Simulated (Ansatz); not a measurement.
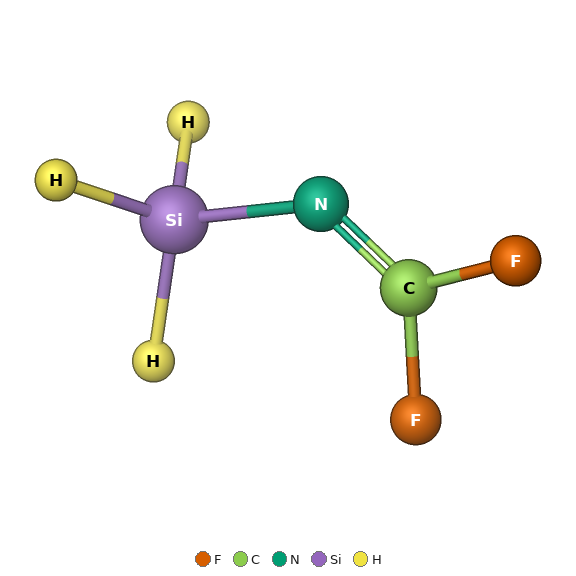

Double and triple bonds are drawn as two and three sticks.

> Count the atoms of each element.

CH₃F₂NSi, 8 atoms: 1 carbon, 3 hydrogen, 2 fluorine, 1 nitrogen and 1 silicon.

> How many atoms are distinct by symmetry?

7: 1 F, 1 C, 1 F, 1 N, 1 Si, 2 H, 1 H.

> Name some functional groups or characteristic bonds that it holds.

Among them: imine, C–F bond, Si–H bond, Si–N bond.

More results for the same structure follow; atom numbers are the same in all pictures, views and colours differ. The computed structure is the end point of a PBE0-D4/def2-TZVP optimisation.

## Vibrations

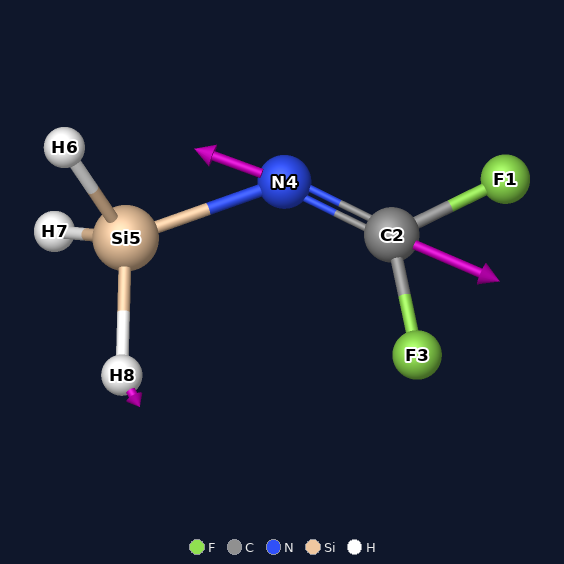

The arrows show one normal mode. Harmonic vibrations computed with RKS PBE0-D4/def2-TZVP (Ansatz 0.2.0) at a stationary point of the same level.

> What kind of motion is it?

Mostly C–N stretching.

> At what wavenumber does it lie?

1912 cm⁻¹; it is mode 15 of 18 counted from the lowest.

## Levels of theory compared

Program: Ansatz 0.2.0.

At this fixed geometry, give HOMO energy (eV), HOMO–LUMO gap (eV), dipole (D) at these levels: B3LYP-D4/def2-TZVPP; PBE-D4/def2-TZVPP; r2SCAN-D4/def2-TZVPP; ωB97M-V/def2-TZVPP.

| level | HOMO energy (eV) | HOMO–LUMO gap (eV) | dipole (D) |
| --- | --- | --- | --- |
| B3LYP-D4/def2-TZVPP | −8.41 | 7.82 | 0.90 |
| PBE-D4/def2-TZVPP | −7.13 | 5.74 | 0.79 |
| r2SCAN-D4/def2-TZVPP | −7.49 | 6.35 | 0.80 |
| ωB97M-V/def2-TZVPP | −10.98 | 12.87 | 0.87 |

## Charges

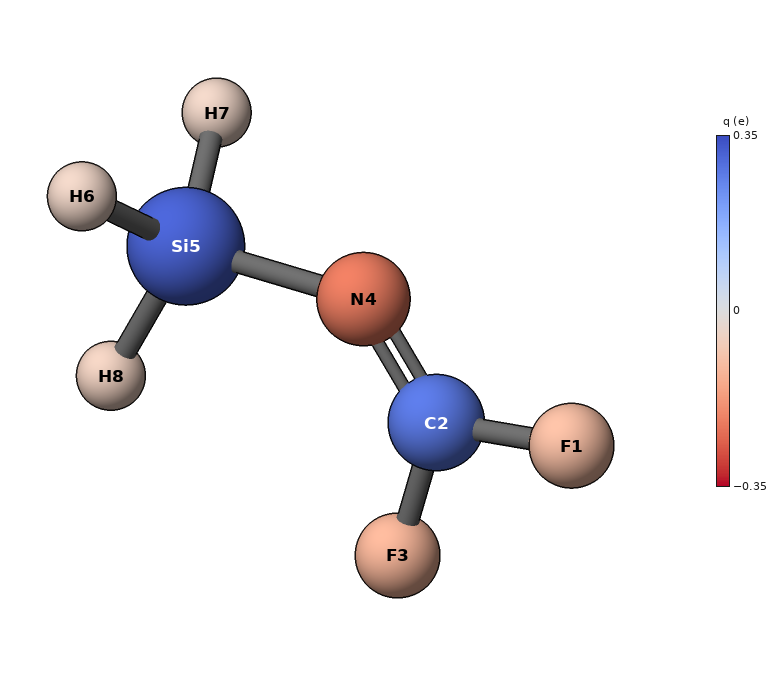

Atoms are coloured by their Mulliken charges. Method: RKS PBE-D4/def2-TZVPP (Ansatz 0.2.0).

> Which atom carries the highest charge (most positive or least negative)?

Si5 (0.31 e).

> And the lowest?

N4 (−0.22 e).

Give the Mulliken charges atom by atom.

```json
{"atom": "F1", "value (e)": "−0.10"}
{"atom": "C2", "value (e)": "0.27"}
{"atom": "F3", "value (e)": "−0.12"}
{"atom": "N4", "value (e)": "−0.22"}
{"atom": "Si5", "value (e)": "0.31"}
{"atom": "H6", "value (e)": "−0.05"}
{"atom": "H7", "value (e)": "−0.05"}
{"atom": "H8", "value (e)": "−0.05"}
```

Mulliken values depend strongly on the basis set and can even reverse the polarity of a bond.
